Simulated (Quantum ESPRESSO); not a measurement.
## MnNbP: parallel and opposed starts

A self-consistent run ends on one state, which hangs on the start. Several orders of MnNbP are started in Quantum ESPRESSO and their energies compared.

Main program and level: Quantum ESPRESSO 7.5; PBEsol; plane waves with GBRV 1.5 PBEsol potentials, no spin-orbit coupling.

**What experiment says.**

For NbMnP, orthorhombic Pnma (NbMnP from earlier study), “Large anomalous Hall effect and unusual domain switching in an orthorhombic antiferromagnetic material NbMnP” (2023, arxiv:2305.02028) quotes earlier work: moment (ordered moment per Mn, in the ac plane) 1.2 μB [quoted from earlier magnetic structure work; measurement temperature not stated here].

## Step 1: The starting structure

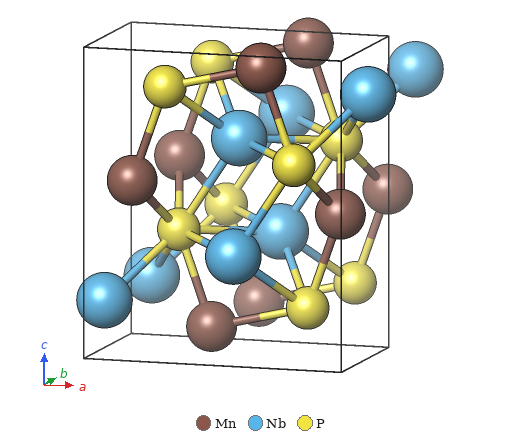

Start, viewed slightly off an axis; manganese brown, niobium blue, phosphorus yellow. 1×2×1 cells are drawn.

Structure file:

```cif
data_structure
_symmetry_space_group_name_H-M 'Pnma'
_symmetry_Int_Tables_number 62
_cell_length_a 6.1823
_cell_length_b 3.5573
_cell_length_c 7.2187
_cell_angle_alpha 90.000
_cell_angle_beta 90.000
_cell_angle_gamma 90.000
_cell_volume 158.76
loop_
_atom_site_label
_atom_site_type_symbol
_atom_site_symmetry_multiplicity
_atom_site_Wyckoff_symbol
_atom_site_fract_x
_atom_site_fract_y
_atom_site_fract_z
_atom_site_occupancy
Mn1 Mn 4 c 0.85815 0.75000 0.44153 1
Nb1 Nb 4 c 0.53442 0.25000 0.33136 1
P1 P 4 c 0.26908 0.25000 0.86530 1
```

The cell comes from Materials Project 2023-11-01, a database of computed structures, and need not be the stable phase.

## Step 2: Start 1: ferro ++++

The signs are those of the starting moments on the seeded atoms, the atoms that are given a moment.

Contents of pw.in:

```
&CONTROL
  calculation = 'scf'
  prefix = 'pwscf'
  outdir = './tmp'
  pseudo_dir = './pseudo'
  disk_io = 'nowf'
/
&SYSTEM
  ibrav = 0
  celldm(1) = 8
  nat = 12
  ntyp = 3
  ecutwfc = 40
  ecutrho = 280
  nbnd = 90
  occupations = 'smearing'
  smearing = 'fd'
  degauss = 0.00734986
  nspin = 2
  starting_magnetization(1) = 0.2333
  starting_magnetization(2) = 0
  starting_magnetization(3) = 0
/
&ELECTRONS
  conv_thr = 2.4d-08
  electron_maxstep = 150
  mixing_beta = 0.3
/
ATOMIC_SPECIES
Mn     54.9380 mn_pbesol_v1.5.uspp.F.UPF
Nb     92.9064 nb_pbesol_v1.uspp.F.UPF
P      30.9738 p_pbesol_v1.5.uspp.F.UPF
CELL_PARAMETERS alat
   1.4603567275342    0.0000000000000    0.0000000000000
   0.0000000000000    0.8402903428914    0.0000000000000
   0.0000000000000    0.0000000000000    1.7051707469795
ATOMIC_POSITIONS crystal
Mn      0.8581483400    0.7500000000    0.4415280000
Mn      0.1418516600    0.2500000000    0.5584720000
Mn      0.3581483400    0.7500000000    0.0584720000
Mn      0.6418516600    0.2500000000    0.9415280000
Nb      0.5344228000    0.2500000000    0.3313595600
Nb      0.4655772000    0.7500000000    0.6686404400
Nb      0.0344228000    0.2500000000    0.1686404400
Nb      0.9655772000    0.7500000000    0.8313595600
P       0.2690831900    0.2500000000    0.8653017900
P       0.7309168100    0.7500000000    0.1346982100
P       0.7690831900    0.2500000000    0.6346982100
P       0.2309168100    0.7500000000    0.3653017900
K_POINTS automatic
4 8 4 0 0 0
```

Started as:

```
$ OMP_NUM_THREADS=1 mpirun -n 4 pw.x -nk 4 -in pw.in > pw.out
```

What it wrote:

```text
Program PWSCF v.7.5 starts

     Message from routine setup:
     using ibrav=0 with symmetry is DISCOURAGED, use correct ibrav instead

     K-points division:     npool     =       4
     Subspace diagonalization in iterative solution of the eigenvalue problem:

     G-vector sticks info
     --------------------
     sticks:   dense  smooth     PW     G-vecs:    dense   smooth      PW
     Sum        1737     997    299                84733    36639    5985

     Using Slab Decomposition

     bravais-lattice index     =            0
     lattice parameter (alat)  =       8.0000  a.u.
     unit-cell volume          =    1071.3371 (a.u.)^3
     number of atoms/cell      =           12
     number of atomic types    =            3
     number of electrons       =       132.00
     number of Kohn-Sham states=           90
     kinetic-energy cutoff     =      40.0000  Ry
     charge density cutoff     =     280.0000  Ry
     scf convergence threshold =      2.4E-08
     mixing beta               =       0.3000
     number of iterations used =            8  plain     mixing
     Exchange-correlation= SLA  PW   PSX  PSC
                           (   1   4  10   8   0   0   0)

     celldm(1)=   8.000000  celldm(2)=   0.000000  celldm(3)=   0.000000
     celldm(4)=   0.000000  celldm(5)=   0.000000  celldm(6)=   0.000000

     crystal axes: (cart. coord. in units of alat)
               a(1) = (   1.460357   0.000000   0.000000 )
               a(2) = (   0.000000   0.840290   0.000000 )
               a(3) = (   0.000000   0.000000   1.705171 )

     reciprocal axes: (cart. coord. in units 2 pi/alat)
               b(1) = (  0.684764  0.000000  0.000000 )
               b(2) = (  0.000000  1.190065  0.000000 )
               b(3) = (  0.000000  0.000000  0.586452 )

     PseudoPot. # 1 for Mn read from file:
     mn_pbesol_v1.5.uspp.F.UPF
     Pseudo is Ultrasoft + core correction, Zval = 15.0
     Generated by new atomic code, or converted to UPF format
     Using radial grid of  859 points,  6 beta functions with:
                l(1) =   0
                l(2) =   0
                l(3) =   1
                l(4) =   1
                l(5) =   2
                l(6) =   2
     Q(r) pseudized with  8 coefficients,  rinner =    0.950   0.950   0.950
                                                       0.950   0.950

     PseudoPot. # 2 for Nb read from file:
     nb_pbesol_v1.uspp.F.UPF
     Pseudo is Ultrasoft + core correction, Zval = 13.0
     Generated by new atomic code, or converted to UPF format
     Using radial grid of  887 points,  6 beta functions with:
                l(1) =   0
                l(2) =   0
                l(3) =   1
                l(4) =   1
                l(5) =   2
                l(6) =   2
     Q(r) pseudized with  6 coefficients,  rinner =    1.000   1.000   1.000
                                                       1.000   1.000

     PseudoPot. # 3 for P  read from file:
     p_pbesol_v1.5.uspp.F.UPF
     Pseudo is Ultrasoft + core correction, Zval =  5.0
     Generated by new atomic code, or converted to UPF format
     Using radial grid of  903 points,  6 beta functions with:
                l(1) =   0
                l(2) =   0
                l(3) =   1
                l(4) =   1
                l(5) =   2
                l(6) =   2
     Q(r) pseudized with  8 coefficients,  rinner =    1.300   1.300   1.300
                                                       1.300   1.300

     atomic species   valence    mass     pseudopotential
     Mn               15.00    54.93800     Mn( 1.00)
     Nb               13.00    92.90640     Nb( 1.00)
     P                 5.00    30.97380     P ( 1.00)

     Starting magnetic structure
     atomic species   magnetization
     Mn              0.233
     Nb              0.000
     P               0.000

      8 Sym. Ops., with inversion, found ( 6 have fractional translation)

   Cartesian axes

     site n.     atom                  positions (alat units)
         1        Mn     tau(   1) = (   1.2532027   0.6302178   0.7528806  )
         2        Mn     tau(   2) = (   0.2071540   0.2100726   0.9522901  )
         3        Mn     tau(   3) = (   0.5230243   0.6302178   0.0997047  )
         4        Mn     tau(   4) = (   0.9373324   0.2100726   1.6054660  )
         5        Nb     tau(   5) = (   0.7804479   0.2100726   0.5650246  )
         6        Nb     tau(   6) = (   0.6799088   0.6302178   1.1401461  )
         7        Nb     tau(   7) = (   0.0502696   0.2100726   0.2875607  )
         8        Nb     tau(   8) = (   1.4100872   0.6302178   1.4176100  )
         9        P      tau(   9) = (   0.3929574   0.2100726   1.4754873  )
        10        P      tau(  10) = (   1.0673993   0.6302178   0.2296834  )
        11        P      tau(  11) = (   1.1231358   0.2100726   1.0822688  )
        12        P      tau(  12) = (   0.3372209   0.6302178   0.6229019  )

     number of k points=    45  Fermi-Dirac smearing, width (Ry)=  0.0073
                       cart. coord. in units 2pi/alat
        k(    1) = (   0.0000000   0.0000000   0.0000000), wk =   0.0078125
        k(    2) = (   0.0000000   0.0000000   0.1466129), wk =   0.0156250
        k(    3) = (   0.0000000   0.0000000  -0.2932258), wk =   0.0078125
        k(    4) = (   0.0000000   0.1487581   0.0000000), wk =   0.0156250
        k(    5) = (   0.0000000   0.1487581   0.1466129), wk =   0.0312500
        [... 40 further k-points ...]

     Dense  grid:    84733 G-vectors     FFT dimensions: (  64,  36,  80)

     Smooth grid:    36639 G-vectors     FFT dimensions: (  48,  30,  60)

     Check: negative core charge=   -0.000031
     Generating pointlists ...
     new r_m :   0.2267 (alat units)  1.8133 (a.u.) for type    1
     new r_m :   0.2514 (alat units)  2.0109 (a.u.) for type    2
     new r_m :   0.2267 (alat units)  1.8133 (a.u.) for type    3

     Initial potential from superposition of free atoms

     starting charge     129.9891, renormalised to     132.0000
     Starting wfcs are  120 randomized atomic wfcs

     Self-consistent Calculation

     iteration #  1     ecut=    40.00 Ry     beta= 0.30
     Davidson diagonalization with overlap
     ethr =  1.00E-02,  avg # of iterations =  2.8

     total energy              =   -1378.30163459 Ry
     estimated scf accuracy    <       3.12513263 Ry

     total magnetization       =     7.65 Bohr mag/cell
     absolute magnetization    =     9.35 Bohr mag/cell

     iteration #  2     ecut=    40.00 Ry     beta= 0.30
     Davidson diagonalization with overlap
     ethr =  2.37E-03,  avg # of iterations =  2.0

     total energy              =   -1378.27929569 Ry
     estimated scf accuracy    <       2.18789666 Ry

     total magnetization       =     7.79 Bohr mag/cell
     absolute magnetization    =     9.46 Bohr mag/cell

     iteration #  3     ecut=    40.00 Ry     beta= 0.30
     Davidson diagonalization with overlap
     ethr =  1.66E-03,  avg # of iterations =  2.0

     total energy              =   -1378.54651238 Ry
     estimated scf accuracy    <       2.25245021 Ry

     total magnetization       =     7.14 Bohr mag/cell
     absolute magnetization    =     8.98 Bohr mag/cell

     [... further iterations left out ...]

     iteration # 13     ecut=    40.00 Ry     beta= 0.30
     Davidson diagonalization with overlap
     ethr =  9.48E-09,  avg # of iterations =  2.9

     total energy              =   -1378.75397659 Ry
     estimated scf accuracy    <       0.00000253 Ry

     total magnetization       =     4.65 Bohr mag/cell
     absolute magnetization    =     5.81 Bohr mag/cell

     iteration # 14     ecut=    40.00 Ry     beta= 0.30
     Davidson diagonalization with overlap
     ethr =  1.92E-09,  avg # of iterations =  2.8

     total energy              =   -1378.75397728 Ry
     estimated scf accuracy    <       0.00000058 Ry

     total magnetization       =     4.65 Bohr mag/cell
     absolute magnetization    =     5.80 Bohr mag/cell

     iteration # 15     ecut=    40.00 Ry     beta= 0.30
     Davidson diagonalization with overlap
     ethr =  4.38E-10,  avg # of iterations =  2.4

     total energy              =   -1378.75397756 Ry
     estimated scf accuracy    <       0.00000008 Ry

     total magnetization       =     4.66 Bohr mag/cell
     absolute magnetization    =     5.81 Bohr mag/cell

     iteration # 16     ecut=    40.00 Ry     beta= 0.30
     Davidson diagonalization with overlap
     ethr =  5.82E-11,  avg # of iterations =  3.2

     Magnetic moment per site  (integrated on atomic sphere of radius R)
     atom   1 (R=0.227)  charge= 13.0558  magn=  1.2013
     atom   2 (R=0.227)  charge= 13.0558  magn=  1.2013
     atom   3 (R=0.227)  charge= 13.0558  magn=  1.2013
     atom   4 (R=0.227)  charge= 13.0558  magn=  1.2013
     atom   5 (R=0.251)  charge= 10.1304  magn= -0.0632
     atom   6 (R=0.251)  charge= 10.1304  magn= -0.0632
     atom   7 (R=0.251)  charge= 10.1304  magn= -0.0632
     atom   8 (R=0.251)  charge= 10.1304  magn= -0.0632
     atom   9 (R=0.227)  charge=  2.9010  magn= -0.0229
     atom  10 (R=0.227)  charge=  2.9010  magn= -0.0229
     atom  11 (R=0.227)  charge=  2.9010  magn= -0.0229
     atom  12 (R=0.227)  charge=  2.9010  magn= -0.0229

     End of self-consistent calculation

     [... lines left out ...]
     the Fermi energy is    18.2670 ev

!    total energy              =   -1378.75397762 Ry
     estimated scf accuracy    <       0.00000002 Ry
     smearing contrib. (-TS)   =      -0.02378990 Ry
     internal energy E=F+TS    =   -1378.73018772 Ry

     The total energy is F=E-TS. E is the sum of the following terms:
     one-electron contribution =    -478.71664450 Ry
     hartree contribution      =     317.31677741 Ry
     xc contribution           =    -203.14254990 Ry
     ewald contribution        =   -1014.18777073 Ry

     total magnetization       =     4.66 Bohr mag/cell
     absolute magnetization    =     5.81 Bohr mag/cell

     convergence has been achieved in  16 iterations

=------------------------------------------------------------------------------=
   JOB DONE.
=------------------------------------------------------------------------------=
```

Elapsed: 4.5 min, on 4 MPI ranks of Intel Xeon Platinum 8559C (Emerald Rapids), shared host; peak memory 1.3 GiB; 18 min of CPU time.

Spin moment in the atom's sphere by atom:

```csv
atom,spin moment in the atom's sphere (μB)
Mn1,1.20
Mn2,1.20
Mn3,1.20
Mn4,1.20
Nb5,-0.06
Nb6,-0.06
Nb7,-0.06
Nb8,-0.06
P9,-0.02
P10,-0.02
P11,-0.02
P12,-0.02
```

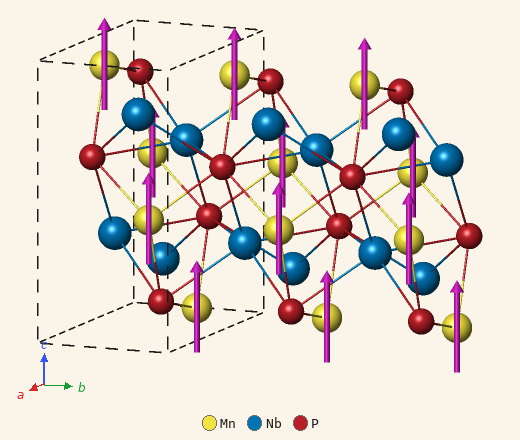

Spin moment in the atom's sphere as arrows, the longest 1.20 μB. Up and down stand for the sign. Arrows give size and sign along the axis of quantisation, drawn up and down the page. 1×3×1 cells are drawn.

This step gave:

| Quantity | Value |
| --- | --- |
| smearing term TS | 0.3237 eV |
| magnetization | 4.656 μB |
| absolute magnetization | 5.806 μB |
| final state | ferromagnetic |

[end of part 1 of 2]

[Logs and program files are shortened in this print: banners, set-up blocks, solver, clock and traceback lines can be left out without a mark of their own.]

[Logs are printed without paths, hosts, clocks, repeated set-up lines and the standing remarks that a program may print on its own settings, such as how far it seeks lower states.]

[Hosts, paths, dates, database ids (printed as entryN), source tags and the programs' standing remarks are cut or masked in the printed files.]

[Where a cell is said to come from a database of computed structures, the database is the Materials Project.]
